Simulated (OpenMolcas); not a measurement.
# Ti²⁺ complex: multiconfigurational calculation

- system: Ti²⁺ with 4 ligands (O; tetrahedron, 2.11 Å), neutralised by 4 outer point charges of +1.5 e, whose field is part of the energies.
- method: state-averaged CASSCF, active space 2 electrons in the shell 3d, basis ANO-RCC-VDZP on the metal and ANO-RCC-VDZP on the ligands, DKH2 scalar Hamiltonian, spin-orbit coupling by RASSI with atomic mean-field integrals (OpenMolcas)

**The input**
```
&GATEWAY
Coord
5

Ti 0.0 0.0 0.0
O 1.218209 1.218209 1.218209
O 1.218209 -1.218209 -1.218209
O -1.218209 1.218209 -1.218209
O -1.218209 -1.218209 1.218209
Basis=Ti.ANO-RCC-VDZP,O.ANO-RCC-VDZP
Group=NoSym
NoMove
AngMom=0.0 0.0 0.0
AMFI
RICD
XField
4 Angstrom 0
3.065730 3.065730 3.065730 1.500000
3.065730 -3.065730 -3.065730 1.500000
-3.065730 3.065730 -3.065730 1.500000
-3.065730 -3.065730 3.065730 1.500000
&SEWARD
&RASSCF
FileOrb=start.orb
Symmetry=1
Spin=3
nActEl=2 0 0
Inactive=29
Ras2=5
CIRoot=10 10 1
SDav=10
CIMx=300
Iter=150 100
PrWF=0.3
OrbListing=Nothing
MaxOrb=0
LevShft=1.0
>>> COPY $Project.JobIph JOB001
&RASSCF
FileOrb=start.orb
Symmetry=1
Spin=1
nActEl=2 0 0
Inactive=29
Ras2=5
CIRoot=15 15 1
SDav=15
CIMx=300
Iter=150 100
PrWF=0.3
OrbListing=Nothing
MaxOrb=0
LevShft=1.0
>>> COPY $Project.JobIph JOB002
&RASSI
NrOfJobIphs=2 10 15
1 2 3 4 5 6 7 8 9 10
1 2 3 4 5 6 7 8 9 10 11 12 13 14 15
IphNames
JOB001
JOB002
EJob
SpinOrbit
DIPRint=1.0
SOCoupling=1000.0
Subsets=2
Property=9
'ANGMOM' 1 'ANGMOM' 2 'ANGMOM' 3 'MLTPL  1' 1 'MLTPL  1' 2 'MLTPL  1' 3
'AMFI' 1 'AMFI' 2 'AMFI' 3
SOProperty=3
'ANGMOM' 1 'ANGMOM' 2 'ANGMOM' 3
```

The file start.orb holds starting orbitals from an earlier step. A driver script formed the levels outside the program, from RASSI's spin-orbit matrix and the active-space energies, averaged over the components of each term or state.

Hardware: 1 thread of Arm Neoverse V2, 24 GiB of memory available, shared host.

Command:
```bash
OMP_NUM_THREADS=1 MOLCAS_MEM=2457 MOLCAS_PROJECT=a pymolcas a.inp > a.log  # once for each step of the input, in one work folder
```

**The program's output (extracts)**
```
--- SEWARD ---
Basis set label: TI.ANO-RCC...5S4P2D1F.

      Electronic valence basis set:
      ------------------
      Associated Effective Charge  22.000000 au
      Associated Actual Charge     22.000000 au
      Nuclear Model: Point charge

      Shell  nPrim  nBasis  Cartesian Spherical Contaminant
         s      21       5        X
         p      15       4        X
         d      10       2                 X
         f       6       1                 X
                  Relativistic Douglas-Kroll-Hess integrals:
                    - DKH order of Hamiltonian: 2
                    - DKH order of Properties : 0
                  Atomic mean-field integrals
--- RASSCF ---
Wave function specifications:
      -----------------------------

      Number of closed shell electrons          58
      Number of electrons in active shells       2
      Max number of holes in RAS1 space          0
      Max nr of electrons in RAS3 space          0
      Number of inactive orbitals               29
      Number of active orbitals                  5
      Number of secondary orbitals              56
      Spin quantum number                      1.0
      State symmetry                             1
Orbital specifications:
      -----------------------

      Symmetry species                           1
                                                 a
      Frozen orbitals                            0
      Inactive orbitals                         29
      Active orbitals                            5
      RAS1 orbitals                              0
      RAS2 orbitals                              5
      RAS3 orbitals                              0
      Secondary orbitals                        56
      Deleted orbitals                           0
      Number of basis functions                 90
      Number of CSFs                            10
      Number of root(s) required                10
      Iter CI   SX   CI       RASSCF       Energy    max ROT     max BLB   max BLB  Level Ln srch  Step   QN
          iter iter root      energy       change     param      element    value   shift minimum  type update
 Nr of preliminary CI iterations:   1
      Total energies have been shifted. Add                -1000.00 au
        1   1   10    0  -151.58569310    0.00E+00  -9.88E-02   12  56 1 -6.06E-01*  1.02   0.00    SX    NO
        2   1   11    0  -153.26563230   -1.68E+00* -5.25E-02   14  58 1 -2.44E-01*  1.05   0.00    SX    NO
        3   1   10    0  -153.58338313   -3.18E-01*  1.60E-02   26  82 1  8.01E-02*  1.08   0.00    SX    NO
        4   1   10    0  -153.62212065   -3.87E-02*  1.04E-02   11  55 1  4.86E-02*  1.08   0.00    SX    NO
        5   1   10    0  -153.63553134   -1.34E-02*  1.35E-02   11  55 1  2.33E-02*  1.08   2.50    LS   YES
        6   1    9    0  -153.64445547   -8.92E-03*  8.04E-03   26  82 1 -9.76E-03*  1.08   1.42    QN   YES
        7   1    9    0  -153.64751864   -3.06E-03*  5.99E-03   26  82 1 -1.44E-02*  1.08   1.80    LS   YES
        8   1    9    0  -153.64826390   -7.45E-04*  2.17E-03   11  55 1 -1.79E-02*  1.08   1.07    QN   YES
        9   1    9    0  -153.64927431   -1.01E-03*  2.24E-03   11  55 1 -7.46E-03*  1.08   2.06    LS   YES
       10   1    9    0  -153.64963855   -3.64E-04*  1.07E-03   26  82 1  3.56E-03*  1.08   1.03    QN   YES
       11   1    8    0  -153.64977904   -1.40E-04*  1.58E-03   26  82 1  2.69E-03*  1.08   2.50    LS   YES
       12   1    8    0  -153.64987738   -9.83E-05*  8.62E-04   10  55 1  1.77E-03*  1.08   1.26    QN   YES
       13   1    8    0  -153.64991086   -3.35E-05*  9.74E-04   10  55 1  6.21E-04*  1.08   1.52    QN   YES
       14   1    7    0  -153.64992209   -1.12E-05* -6.82E-04   26  82 1 -5.52E-04*  1.08   1.32    QN   YES
       15   1    7    0  -153.64992442   -2.33E-06* -4.46E-04   10  55 1 -1.95E-04*  1.08   1.39    QN   YES
       16   1    6    0  -153.64992501   -5.89E-07* -2.87E-04   26  51 1  6.84E-05   1.08   1.27    QN   YES
       17   1    6    0  -153.64992517   -1.59E-07*  2.35E-04   26  82 1  8.13E-05   1.08   1.59    QN   YES
       18   1    6    0  -153.64992524   -7.11E-08*  1.40E-04   11  55 1  3.67E-05   1.08   1.41    QN   YES
       19   1    6    0  -153.64992527   -2.39E-08* -7.22E-05   11  51 1 -1.49E-05   1.08   1.55    QN   YES
       20   1    5    0  -153.64992527   -8.11E-09  -2.82E-05   26  82 1 -1.52E-05   1.08   1.42    QN   YES
      Convergence after 20 iterations
       21   1    5    0  -153.64992528   -2.25E-09  -2.82E-05   26  82 1 -8.38E-06   1.08   1.42    QN   YES
      Natural orbitals and occupation numbers for root  1
      sym 1:  -0.000000  -0.000000   1.000000   0.000000   1.000000
      Natural orbitals and occupation numbers for root  2
      sym 1:   0.324962   0.324962   0.675038   0.000000   0.675038
      Natural orbitals and occupation numbers for root  3
      sym 1:  -0.000000   0.134811   0.865189   0.865189   0.134811
::    RASSCF root number  1 Total energy:  -1153.68332575
::    RASSCF root number  2 Total energy:  -1153.66874507
::    RASSCF root number  3 Total energy:  -1153.66874507
::    RASSCF root number  4 Total energy:  -1153.66874507
::    RASSCF root number  5 Total energy:  -1153.65781376
::    RASSCF root number  6 Total energy:  -1153.65781376
::    RASSCF root number  7 Total energy:  -1153.65781376
::    RASSCF root number  8 Total energy:  -1153.61208350
::    RASSCF root number  9 Total energy:  -1153.61208350
::    RASSCF root number 10 Total energy:  -1153.61208350
--- RASSCF ---
Wave function specifications:
      -----------------------------

      Number of closed shell electrons          58
      Number of electrons in active shells       2
      Max number of holes in RAS1 space          0
      Max nr of electrons in RAS3 space          0
      Number of inactive orbitals               29
      Number of active orbitals                  5
      Number of secondary orbitals              56
      Spin quantum number                      0.0
      State symmetry                             1
Orbital specifications:
      -----------------------

      Symmetry species                           1
                                                 a
      Frozen orbitals                            0
      Inactive orbitals                         29
      Active orbitals                            5
      RAS1 orbitals                              0
      RAS2 orbitals                              5
      RAS3 orbitals                              0
      Secondary orbitals                        56
      Deleted orbitals                           0
      Number of basis functions                 90
      Number of CSFs                            15
      Number of root(s) required                15
      Iter CI   SX   CI       RASSCF       Energy    max ROT     max BLB   max BLB  Level Ln srch  Step   QN
          iter iter root      energy       change     param      element    value   shift minimum  type update
 Nr of preliminary CI iterations:   1
      Total energies have been shifted. Add                -1000.00 au
        1   1    9    0  -153.59670172    0.00E+00  -8.06E-03   34  43 1 -5.77E-03*  1.11   0.00    SX    NO
        2   1    9    0  -153.59725061   -5.49E-04*  4.20E-03   12  53 1 -4.33E-03*  1.10   0.00    SX    NO
        3   1    9    0  -153.59745281   -2.02E-04*  2.59E-03   12  53 1 -2.51E-03*  1.10   0.00    SX    NO
        4   1    9    0  -153.59754360   -9.08E-05*  1.68E-03   12  53 1 -1.49E-03*  1.10   0.00    SX    NO
        5   1    8    0  -153.59758737   -4.38E-05*  2.48E-03   20  31 1 -1.07E-03*  1.10   2.50    LS   YES
        6   1    8    0  -153.59762426   -3.69E-05*  1.52E-03   20  31 1 -5.51E-04*  1.10   1.62    LS   YES
        7   1    8    0  -153.59763059   -6.34E-06* -8.24E-04   12  53 1  4.30E-04*  1.10   1.02    QN   YES
        8   1    8    0  -153.59763368   -3.09E-06* -1.23E-03   30  38 1  2.65E-04*  1.10   2.50    LS   YES
        9   1    7    0  -153.59763637   -2.69E-06* -1.28E-03   30  38 1  1.61E-04*  1.10   1.68    QN   YES
       10   1    7    0  -153.59763782   -1.45E-06*  1.01E-03   12  53 1 -1.81E-04*  1.10   1.58    QN   YES
       11   1    7    0  -153.59763862   -8.00E-07*  5.21E-04   12  53 1 -1.38E-04*  1.10   1.60    QN   YES
       12   1    6    0  -153.59763897   -3.52E-07* -8.36E-05   18  55 1 -6.58E-05   1.10   1.19    QN   YES
       13   1    5    0  -153.59763902   -4.52E-08* -3.18E-05   18  55 1 -4.09E-05   1.10   1.34    QN   YES
       14   1    5    0  -153.59763903   -7.12E-09  -1.53E-05   18  55 1 -1.93E-05   1.10   1.28    QN   YES
      Convergence after 14 iterations
       15   1    5    0  -153.59763903   -1.62E-09  -1.53E-05   18  55 1 -6.17E-06   1.10   1.28    QN   YES
      Natural orbitals and occupation numbers for root  1
      sym 1:   0.001254   0.158243   0.131320   0.854591   0.854591
      Natural orbitals and occupation numbers for root  2
      sym 1:   0.192624   0.035635   0.062558   0.854591   0.854591
      Natural orbitals and occupation numbers for root  3
      sym 1:   0.203894   0.643427   0.357220   0.751087   0.044372
::    RASSCF root number  1 Total energy:  -1153.63052215
::    RASSCF root number  2 Total energy:  -1153.63052215
::    RASSCF root number  3 Total energy:  -1153.61796684
::    RASSCF root number  4 Total energy:  -1153.61796684
::    RASSCF root number  5 Total energy:  -1153.61796684
::    RASSCF root number  6 Total energy:  -1153.60126788
::    RASSCF root number  7 Total energy:  -1153.59970844
::    RASSCF root number  8 Total energy:  -1153.59970844
::    RASSCF root number  9 Total energy:  -1153.59970844
::    RASSCF root number 10 Total energy:  -1153.59518306
::    RASSCF root number 11 Total energy:  -1153.59518306
::    RASSCF root number 12 Total energy:  -1153.58837405
::    RASSCF root number 13 Total energy:  -1153.58837405
::    RASSCF root number 14 Total energy:  -1153.58837405
::    RASSCF root number 15 Total energy:  -1153.49375915
--- RASSI ---
SPIN-FREE ENERGIES:
  (Shifted by EMIN (a.u.) =      -1153.6833257526)

 SF State       Relative EMIN(au)   Rel lowest level(eV)    D:o, cm**(-1)

     1             0.0000000000        0.0000000000              0.0000
     2             0.0145806809        0.3967605387           3200.0896
     3             0.0145806809        0.3967605387           3200.0896
     4             0.0145806809        0.3967605387           3200.0896
     5             0.0255119889        0.6942165837           5599.2344
     6             0.0255119889        0.6942165837           5599.2344
     7             0.0255119889        0.6942165837           5599.2344
    11             0.0528036013        1.4368591888          11589.0509
    12             0.0528036017        1.4368592018          11589.0510
    13             0.0653589093        1.7785065264          14344.6225
    14             0.0653589093        1.7785065264          14344.6225
    15             0.0653589093        1.7785065264          14344.6225
    10             0.0712422530        1.9386004631          15635.8672
     8             0.0712422530        1.9386004631          15635.8672
     9             0.0712422530        1.9386004631          15635.8672
    16             0.0820578761        2.2329085597          18009.6221
    17             0.0836173159        2.2753430790          18351.8796
    18             0.0836173159        2.2753430790          18351.8796
    19             0.0836173165        2.2753430962          18351.8797
    20             0.0881426946        2.3984849088          19345.0854
    21             0.0881426955        2.3984849313          19345.0856
    22             0.0949517055        2.5837675327          20839.4906
    23             0.0949517055        2.5837675327          20839.4906
    24             0.0949517064        2.5837675577          20839.4908
    25             0.1895666042        5.1583700860          41605.0606
     Dipole printing threshold changed to   1.00000000E+00

++ Dipole transition strengths (spin-free states):
   -----------------------------------------------
     for osc. strength at least  1.00000000E+00

  ( Max oscillator strength is only    5.4542672498655571E-004 )
--
Eigenvalues of complex Hamiltonian:
   -----------------------------------
  (Shifted by EMIN (a.u.) =      -1153.6833257526)

 SO State       Relative EMIN(au)   Rel lowest level(eV)    D:o, cm**(-1)

     1            -0.0000420232        0.0000000000              0.0000
     2            -0.0000420232        0.0000000000              0.0000
     3            -0.0000420232        0.0000000000              0.0000
     4             0.0143771210        0.3923649000           3164.6363
     5             0.0144891408        0.3954131150           3189.2219
     6             0.0144891408        0.3954131151           3189.2219
     7             0.0144891408        0.3954131151           3189.2219
     8             0.0146062620        0.3986001445           3214.9270
     9             0.0146062620        0.3986001445           3214.9270
    10             0.0146611771        0.4000944622           3226.9795
    11             0.0146611771        0.4000944621           3226.9795
    12             0.0146611771        0.4000944621           3226.9795
    13             0.0251766143        0.6862340831           5534.8511
    14             0.0251766143        0.6862340832           5534.8511
    15             0.0251766143        0.6862340832           5534.8511
    16             0.0252110587        0.6871713637           5542.4108
    17             0.0252110587        0.6871713637           5542.4108
    18             0.0258828903        0.7054528338           5689.8608
    19             0.0258828903        0.7054528337           5689.8608
    20             0.0258828903        0.7054528337           5689.8608
    21             0.0262144879        0.7144760628           5762.6381
    22             0.0527992404        1.4378840336          11597.3168
    23             0.0527992409        1.4378840465          11597.3170
    24             0.0652930192        1.7778570731          14339.3843
    25             0.0652930192        1.7778570731          14339.3843
    26             0.0652930192        1.7778570730          14339.3843
    27             0.0707266213        1.9257129190          15531.9222
    28             0.0709905353        1.9328943847          15589.8446
    29             0.0709905353        1.9328943847          15589.8446
    30             0.0709905353        1.9328943847          15589.8446
    31             0.0715149271        1.9471638127          15704.9353
    32             0.0715149271        1.9471638127          15704.9353
    33             0.0715681273        1.9486114630          15716.6114
    34             0.0715681273        1.9486114630          15716.6114
    35             0.0715681273        1.9486114630          15716.6114
    36             0.0820627490        2.2341846689          18019.9146
    37             0.0836211958        2.2765921644          18361.9541
    38             0.0836211958        2.2765921644          18361.9541
    39             0.0836211964        2.2765921817          18361.9543
    40             0.0881497304        2.3998198705          19355.8526
    41             0.0881497313        2.3998198930          19355.8528
Weights of the five most important spin-orbit-free states for each spin-orbit state.

 SO State  Total energy (au)           Spin-free states, spin, and weights
 -------------------------------------------------------------------------------------------------------
    1        -0.000042       1 1.0  0.9973    2 1.0  0.0011    3 1.0  0.0009    4 1.0  0.0006   14 0.0  0.0000
    2        -0.000042       1 1.0  0.9973    2 1.0  0.0012    4 1.0  0.0008    3 1.0  0.0007   15 0.0  0.0000
    3        -0.000042       1 1.0  0.9973    4 1.0  0.0013    3 1.0  0.0010    2 1.0  0.0003   13 0.0  0.0000
    4         0.014377       4 1.0  0.3333    3 1.0  0.3333    2 1.0  0.3333    7 1.0  0.0000    6 1.0  0.0000
    5         0.014489       4 1.0  0.4969    3 1.0  0.4967    1 1.0  0.0026    2 1.0  0.0017    5 1.0  0.0012
    6         0.014489       2 1.0  0.4971    3 1.0  0.4916    4 1.0  0.0066    1 1.0  0.0026    7 1.0  0.0011
    7         0.014489       2 1.0  0.4965    4 1.0  0.4917    3 1.0  0.0070    1 1.0  0.0026    7 1.0  0.0008
    8         0.014606       4 1.0  0.3454    2 1.0  0.3264    3 1.0  0.3217    6 1.0  0.0021    7 1.0  0.0021
    9         0.014606       3 1.0  0.3406    2 1.0  0.3359    4 1.0  0.3169    5 1.0  0.0021    7 1.0  0.0021
   10         0.014661       4 1.0  0.4928    3 1.0  0.3392    2 1.0  0.1662    5 1.0  0.0009    6 1.0  0.0006
   11         0.014661       4 1.0  0.4255    3 1.0  0.3254    2 1.0  0.2473    5 1.0  0.0009    7 1.0  0.0006
   12         0.014661       2 1.0  0.5847    3 1.0  0.3337    4 1.0  0.0799    6 1.0  0.0009    7 1.0  0.0009
```

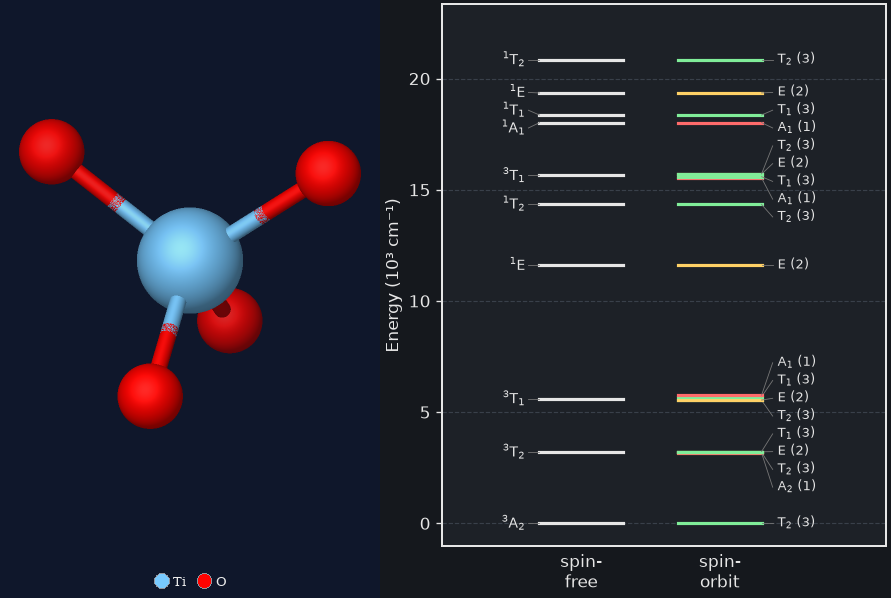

Ti²⁺ (3d²) with 4 ligands, O²⁻, at 2.11 Å (arrangement: tetrahedron, Td), neutralised by outer point charges of +1.5 e, and its levels. Labels give the representation in O, Td, D4 or D3 as the site allows (double group for half-integer spin) where it could be assigned and, in brackets, the degeneracy; spin-free states, where drawn, share the zero of the spin-orbit levels. The ground level is T₂, 3-fold degenerate, 100 % from states of spin multiplicity 3. The next level lies at 3,160 cm⁻¹ (A₂). The lowest spin-free state is ³A₂; of the same spin there follow at 3,200 cm⁻¹ (³T₂), 5,600 cm⁻¹ (³T₁) and 15,600 cm⁻¹ (³T₁) above it. The active orbitals hold 91 to 95 % metal character (Löwdin), and the Mulliken charge of the metal is +1.61.

**Summary**

- outcome: converged
- energy of the lowest spin-free term: −1153.68333 hartree
- energy of the lowest spin-orbit level: −1153.68337 hartree
- largest spread among components of a term: 0.0 cm⁻¹
- wall time: 14 s
- peak memory: 0.18 GiB

**Notes**

Without dynamic correlation the splittings between terms come out too large, often by 20 to 50 %. Caveats: bare point charges leave oxide and sulfide ligands too diffuse, field too small; distances are set from ionic radii, not optimised.
